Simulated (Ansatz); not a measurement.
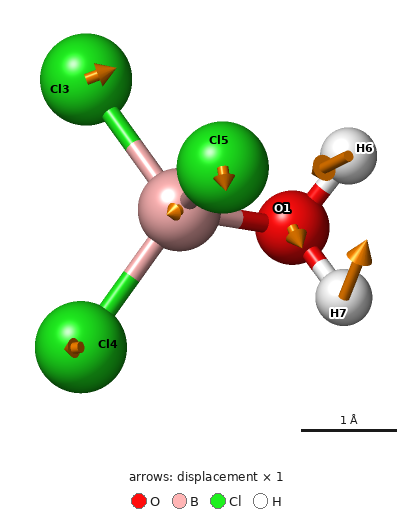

A relaxation of BH2OCl3 (coarse preliminary run). The starting structure is drawn; orange arrows show the displacements, at their true length. The two geometries are superimposed by the best rigid fit.

The picture is a ball-and-stick view, seen at a tilt.

The start comes from a force field.

Computed with RKS PBE-D4/def2-SVP in Ansatz. Settings: force threshold 0.03 eV/Å; at most 200 steps.

### Atoms of which element are displaced furthest, and by how much?

Hydrogen: up to 0.75 Å, against 0.35 Å for chlorine.

### What did the optimiser do to the structure, and how much energy did it gain?

After 17 accepted moves (19 points after the start) the energy has fallen by 61.3 kJ/mol. The largest force component goes from 3.4 to 0.0029 eV/Å. The line search rejected the trial steps at points 8, 13 of the run. The forces were under the threshold at step 4, but the run went on from there. The atom that moves furthest after the best rigid fit is an H atom (0.75 Å). By element the largest moves are H 0.75 Å, Cl 0.35 Å, O 0.28 Å, B 0.19 Å. Among the contacts that change: B–O 1.473 → 1.687 Å, H–O 1.043 → 0.987 Å, B–Cl 1.872 → 1.838 Å, H–O 0.967 → 0.987 Å. Among the angles between lasting bonds that change: O–B–Cl 112.0° → 101.2°, Cl–B–Cl 107.6° → 115.6°, Cl–B–Cl 108.6° → 115.6°. Groups turn about B–O by about 60°.
